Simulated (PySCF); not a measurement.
## TiCl$_{4}$: frequency calculation

- system: TiCl$_{4}$
- method: RKS-based PBE0, Ti def2-TZVP, Cl def2-TZVP; non-relativistic Hamiltonian; density fitting (PySCF 2.14.0)

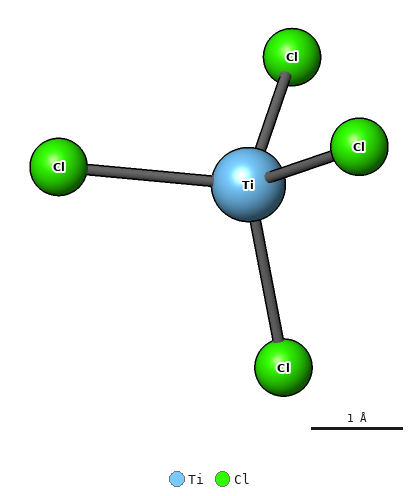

Figure 1. The structure (ball-and-stick view, seen at a tilt). Sticks mark near contacts. Bond lengths as drawn: Cl–Ti 2.16 Å.

### Results in brief

- outcome: converged
- total energy: −2689.790566 hartree
- HOMO: −9.64 eV
- LUMO: −3.77 eV
- zero-point energy: 0.005847 hartree
- dipole moment: 0.00 D
- wavenumbers, lowest and highest: 115 and 511 cm⁻¹
- hardware: 4 threads of Intel Xeon (Granite Rapids), 32 GiB of memory available, shared host
- wall time: 35 s (CPU time 1.9 min)
- peak memory: 2.2 GiB

### Input
```python
from pyscf import gto, scf, dft
mol = gto.M(atom='''
Ti     0.000000     0.000000    -0.000000
Cl     1.766205    -0.000000    -1.248895
Cl     0.000000     1.766205     1.248895
Cl    -1.766205    -0.000000    -1.248895
Cl    -0.000000    -1.766205     1.248895''',
    basis={'Ti': 'def2-TZVP', 'Cl': 'def2-TZVP'},
    charge=0, spin=0)
mf = dft.RKS(mol, xc='PBE0')
mf.grids.atom_grid = (75, 302)
aux = {'Ti': 'def2-universal-JKFIT', 'Cl': 'def2-universal-JKFIT'}
mf = mf.density_fit(auxbasis=aux)
mf.conv_tol = 1e-09
mf.diis_space = 10
mf.max_cycle = 60
mf.verbose = 4
mf.kernel()
```

The script is an equivalent of the set-up of the self-consistent field. The run itself was carried out by a driver, which started from the orbitals of the step before it where there was one and computed the further properties.

Launch command:
```bash
OMP_NUM_THREADS=4 python axn.py task.json out
```

### Log
```
init E= -2689.7905663473
  HOMO = -0.354150636891511  LUMO = -0.138476832423991  gap/eV = 5.86878
cycle= 1 E= -2689.79056634731  delta_E= -8.64e-12  |g|= 1.26e-06  |ddm|= 9.25e-07
  HOMO = -0.354150660004709  LUMO = -0.138477314841749  gap/eV = 5.86877
Extra cycle  E= -2689.79056634731  delta_E= 3.64e-12  |g|= 4.68e-06  |ddm|= 2.91e-06
converged SCF energy = -2689.79056634731
```

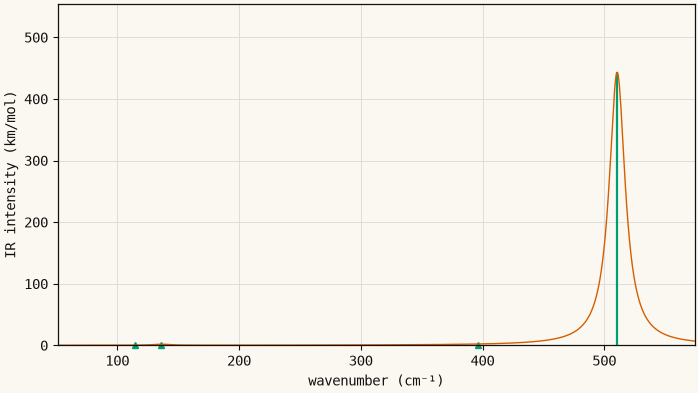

Figure 2. Harmonic infrared spectrum, unscaled: sticks (degenerate modes added up, dark ones marked on the axis) with a Lorentzian envelope of 16 cm⁻¹ full width, scaled to the tallest stick. 9 modes from 115 to 511 cm⁻¹, none imaginary. The strongest line is at 511 cm⁻¹ (443 km/mol). All modes, in cm⁻¹ (km/mol): 115 (0.0), 115 (0.0), 136 (0.6), 136 (0.6), 136 (0.6), 396 (0.0), 511 (148), 511 (148), 511 (148).

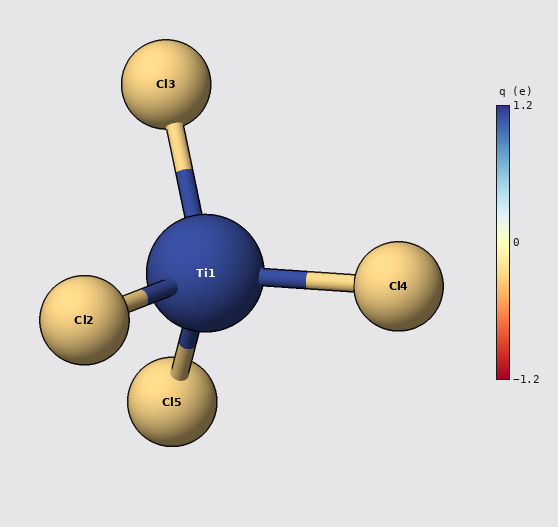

Figure 3. Mulliken charges, as the colour of each atom (ball-and-stick view, seen at a tilt; atoms are numbered from 1 in the order of the input; Mulliken charges depend strongly on the basis). By element: Ti +1.10 and Cl −0.28 e.
